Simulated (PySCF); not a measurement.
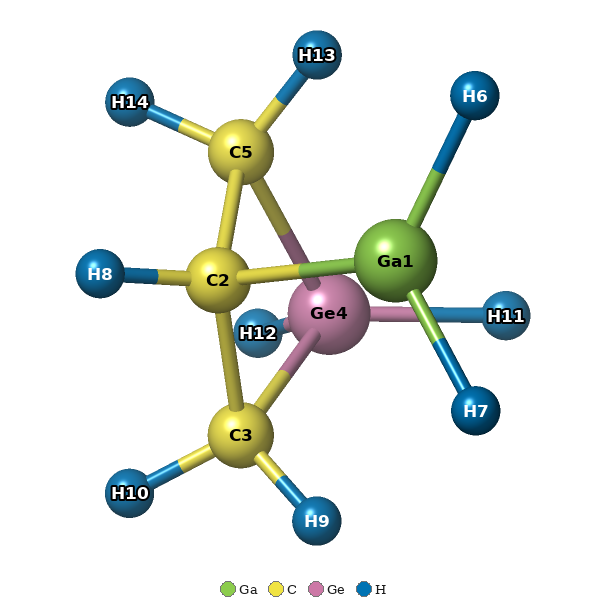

The computed structure is the end point of a GFN2-xTB optimisation. No frequency run is at hand to confirm it as a minimum. Electric field gradients from the ground-state density, B3LYP/pcJ-1 (pcSseg-1 on Ga) (pcSseg-1 on Ge) (PySCF 2.14.0), non-relativistic apart from any core potentials.

Give the largest field-gradient component, the quadrupole coupling constant and the asymmetry for 69Ga at Ga1 (Q = 171 mb), 73Ge at Ge4 (Q = −196 mb), 2H at H6 (Q = 2.86 mb), 2H at H8 (Q = 2.86 mb), 2H at H9 (Q = 2.86 mb), 2H at H10 (Q = 2.86 mb).

```json
{"atom": "Ga1", "V_zz (a.u.)": "4.109", "e²qQ/h (MHz)": "165.1", "η": "0.00"}
{"atom": "Ge4", "V_zz (a.u.)": "0.590", "e²qQ/h (MHz)": "−27.2", "η": "0.45"}
{"atom": "H6", "V_zz (a.u.)": "0.099", "e²qQ/h (MHz)": "0.066", "η": "0.10"}
{"atom": "H8", "V_zz (a.u.)": "0.290", "e²qQ/h (MHz)": "0.195", "η": "0.04"}
{"atom": "H9", "V_zz (a.u.)": "0.291", "e²qQ/h (MHz)": "0.196", "η": "0.07"}
{"atom": "H10", "V_zz (a.u.)": "0.302", "e²qQ/h (MHz)": "0.203", "η": "0.04"}
```

The geometry is semi-empirical. Around Ga, Ge such bond lengths and angles can be off by a tenth of an ångström or more and by several degrees, and values that hang on the shape move with them.
